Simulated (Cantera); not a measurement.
Charge: 1 mol Si₂Cl₆, 0.33 mol HCl, 23 mol H₂, at 998 K.

Method: chemical equilibrium by Gibbs-energy minimisation in Cantera with the NASA 1993 tables (ideal gas, pure condensed phases). Candidate condensed phases: Si; 19 gas species. The feed counts by its element totals alone. The tables' values for SiCl₃ are old estimates; treat these amounts as uncertain. The numbers say what is thermodynamically allowed, not how fast it happens.

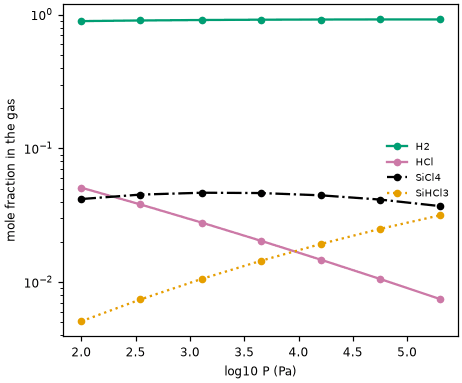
Figure. Equilibrium gas composition (values under 1e-9 drawn at 1e-9)

From 0.00100 bar to 2.00 bar the condensed part is Si(s). The main Si-bearing gas is SiCl₄ throughout. The share of Si in condensed phases is highest at 0.00100 bar (31.2 %) and lowest at 2.00 bar (11.4 %).
